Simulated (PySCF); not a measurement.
# [Hg(HCN)]2+: a change of charge

How does [Hg(HCN)]2+ respond at fixed geometry? The runs cover a change of charge. It is a constructed species; whether it can be made isn't addressed.

Method: PBE0, Hg def2-SVP with ECP60, N def2-SVP, C def2-SVP, H def2-SVP; scalar-relativistic core potentials, no spin–orbit coupling; program: PySCF 2.14.0.

1 further run of the same task is left out (for a known fault of the program).

## Step 1: The system as given

4 atoms, charge 2, spin multiplicity 1.

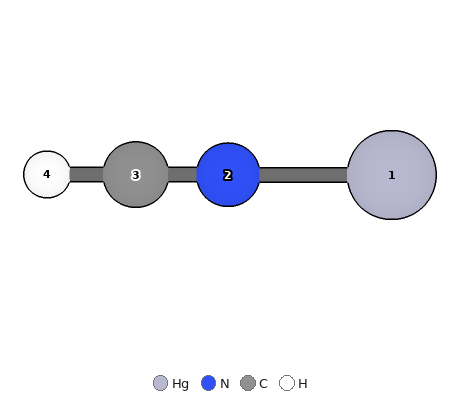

The structure; mercury light grey, nitrogen blue, carbon grey, hydrogen white; atoms are numbered from 1 in the order of the file.

Coordinates:

| atom | x (Å) | y (Å) | z (Å) |
| --- | --- | --- | --- |
| Hg1 | 0.0000 | 0.0000 | -0.2617 |
| N2 | 0.0000 | 0.0000 | 1.7750 |
| C3 | 0.0000 | 0.0000 | 2.9247 |
| H4 | 0.0000 | 0.0000 | 4.0293 |

Formal oxidation states: Hg +2. An earlier session relaxed this geometry at PBE0, Hg def2-SVP with ECP60, N def2-SVP, C def2-SVP, H def2-SVP (singlet, point group C∞v).

Its energy there is -245.864708 Eh.

## Step 2: One electron removed, multiplicity 2

run.py (the lines that set the calculation) reads:

```python
mol = gto.M(atom='''
Hg     0.00000     0.00000    -0.26168
N      0.00000     0.00000     1.77496
C      0.00000     0.00000     2.92470
H      0.00000     0.00000     4.02928''',
    basis={'Hg': 'def2-SVP', 'N': 'def2-SVP', 'C': 'def2-SVP', 'H': 'def2-SVP'},
    ecp={'Hg': 'def2-SVP'},
    charge=3, spin=1)
mf = dft.UKS(mol, xc='PBE0')
mf.grids.atom_grid = (50, 194)
mf = mf.density_fit()  # fitting sets: Hg def2-universal-JKFIT, N def2-universal-JKFIT, C def2-universal-JKFIT, H def2-universal-JKFIT
mf.conv_tol = 1e-08; mf.max_cycle = 55
mf.kernel(dm0)  # dm0: the density of the relaxed state
```

On the command line:

```console
$ OMP_NUM_THREADS=2 python run.py
```

Log:

```text
init E= -245.874385914275
cycle= 1 E= -244.844419696866  delta_E= 1.03  |g|= 0.345  |ddm|= 0.572
  HOMO = -1.19796983272  LUMO = -1.18254539531  gap/eV = 0.41972
cycle= 2 E= -244.76246407822  delta_E= 0.082  |g|= 0.548  |ddm|= 0.857
  HOMO = -1.20227281745  LUMO = -1.08253183685  gap/eV = 3.25832
cycle= 3 E= -244.911722129936  delta_E= -0.149  |g|= 0.105  |ddm|= 0.555
  HOMO = -1.18247009347  LUMO = -1.05607263026  gap/eV = 3.43945
cycle= 4 E= -244.916267154664  delta_E= -0.00455  |g|= 0.0206  |ddm|= 0.105
  HOMO = -1.17425391053  LUMO = -1.05240042186  gap/eV = 3.31580
cycle= 5 E= -244.916439262853  delta_E= -0.000172  |g|= 0.0196  |ddm|= 0.044
  HOMO = -1.17821271047  LUMO = -1.05110639864  gap/eV = 3.45874
cycle= 6 E= -244.916641730169  delta_E= -0.000202  |g|= 0.00289  |ddm|= 0.0189
  HOMO = -1.17753504101  LUMO = -1.05122931305  gap/eV = 3.43695
cycle= 7 E= -244.916653235088  delta_E= -1.15e-05  |g|= 0.000658  |ddm|= 0.00758
  HOMO = -1.17731545069  LUMO = -1.05121591203  gap/eV = 3.43134
cycle= 8 E= -244.916654106235  delta_E= -8.71e-07  |g|= 0.000307  |ddm|= 0.0018
  HOMO = -1.17727843997  LUMO = -1.05123137249  gap/eV = 3.42992
cycle= 9 E= -244.916654288972  delta_E= -1.83e-07  |g|= 0.000149  |ddm|= 0.000656
  HOMO = -1.17729037575  LUMO = -1.05122583989  gap/eV = 3.43039
cycle= 10 E= -244.916654357265  delta_E= -6.83e-08  |g|= 2.95e-05  |ddm|= 0.00058
  HOMO = -1.17729015047  LUMO = -1.05122156685  gap/eV = 3.43050
cycle= 11 E= -244.916654359868  delta_E= -2.6e-09  |g|= 5.64e-06  |ddm|= 0.000121
  HOMO = -1.17728916179  LUMO = -1.05122323607  gap/eV = 3.43043
Extra cycle  E= -244.916654359906  delta_E= -3.72e-11  |g|= 4.54e-06  |ddm|= 1.49e-05
converged SCF energy = -244.916654359906  <S^2> = 0.753326  2S+1 = 2.0033232
```

It took 0.7 s on 2 threads of Intel Xeon 6975P-C (Granite Rapids), shared host.

Result: E = -244.916654 Eh (+25.798 eV from the relaxed state), HOMO -32.04 eV, LUMO -28.61 eV (over both spins), ⟨S²⟩ = 0.753, Mulliken charge on Hg1 +1.85 e. 

## Step 3: One electron added, multiplicity 2

Changes to run.py (the lines that set the calculation) since step 2:

```diff
@@ -7,3 +7,3 @@
     ecp={'Hg': 'def2-SVP'},
-    charge=3, spin=1)
+    charge=1, spin=1)
 mf = dft.UKS(mol, xc='PBE0')
```

On the command line:

```console
$ OMP_NUM_THREADS=2 python run.py
```

Log:

```text
init E= -245.873248343752
  HOMO = -0.643119358461  LUMO = -0.634746026709  gap/eV = 0.22785
cycle= 1 E= -246.385556233694  delta_E= -0.512  |g|= 0.209  |ddm|= 1.94
  HOMO = -0.404158947106  LUMO = -0.295932626121  gap/eV = 2.94499
cycle= 2 E= -246.362025284448  delta_E= 0.0235  |g|= 0.34  |ddm|= 0.722
  HOMO = -0.445605376755  LUMO = -0.335815814869  gap/eV = 2.98753
cycle= 3 E= -246.410050865748  delta_E= -0.048  |g|= 0.0968  |ddm|= 0.305
  HOMO = -0.454741367202  LUMO = -0.343517353348  gap/eV = 3.02656
cycle= 4 E= -246.413517023986  delta_E= -0.00347  |g|= 0.0243  |ddm|= 0.0861
  HOMO = -0.458448202989  LUMO = -0.345985599739  gap/eV = 3.06026
cycle= 5 E= -246.413770272304  delta_E= -0.000253  |g|= 0.00357  |ddm|= 0.0205
  HOMO = -0.458809430615  LUMO = -0.345974082196  gap/eV = 3.07041
cycle= 6 E= -246.413778792657  delta_E= -8.52e-06  |g|= 0.00119  |ddm|= 0.0054
  HOMO = -0.45876866947  LUMO = -0.345766997206  gap/eV = 3.07493
cycle= 7 E= -246.413780869201  delta_E= -2.08e-06  |g|= 0.000478  |ddm|= 0.00209
  HOMO = -0.45875802995  LUMO = -0.345701093703  gap/eV = 3.07644
cycle= 8 E= -246.413781801604  delta_E= -9.32e-07  |g|= 0.000231  |ddm|= 0.00169
  HOMO = -0.458780923308  LUMO = -0.345710823667  gap/eV = 3.07679
cycle= 9 E= -246.41378206741  delta_E= -2.66e-07  |g|= 4.97e-05  |ddm|= 0.00131
  HOMO = -0.458781371762  LUMO = -0.345711239305  gap/eV = 3.07680
cycle= 10 E= -246.413782072408  delta_E= -5e-09  |g|= 2.59e-05  |ddm|= 0.000176
  HOMO = -0.458779516492  LUMO = -0.345709329861  gap/eV = 3.07680
Extra cycle  E= -246.41378207256  delta_E= -1.52e-10  |g|= 2.18e-05  |ddm|= 4.83e-05
converged SCF energy = -246.41378207256  <S^2> = 0.75263492  2S+1 = 2.0026332
```

Run time: 0.7 s. Hardware: 2 threads of Intel Xeon 6975P-C (Granite Rapids), shared host.

Result: E = -246.413782 Eh (-14.941 eV from the relaxed state), HOMO -12.48 eV, LUMO -9.41 eV (over both spins), ⟨S²⟩ = 0.753, Mulliken charge on Hg1 +0.76 e. 

## Step 4: The states side by side

| state | energy from the relaxed state (eV) | ⟨S²⟩ | time |
| --- | --- | --- | --- |
| charge +2, singlet, vacuum (relaxed) | 0 | 0.00 |  |
| charge +1, doublet, vacuum | -14.94 | 0.75 | 0.7 s |
| charge +3, doublet, vacuum | 25.80 | 0.75 | 0.7 s |

An electron taken off or put on is at rest in vacuum. 

Removing an electron vertically costs 25.80 eV (doublet), against −HOMO = 22.99 eV. Adding an electron vertically releases 14.94 eV (doublet). The bases are small and lack diffuse functions. Spin–orbit coupling is left out.
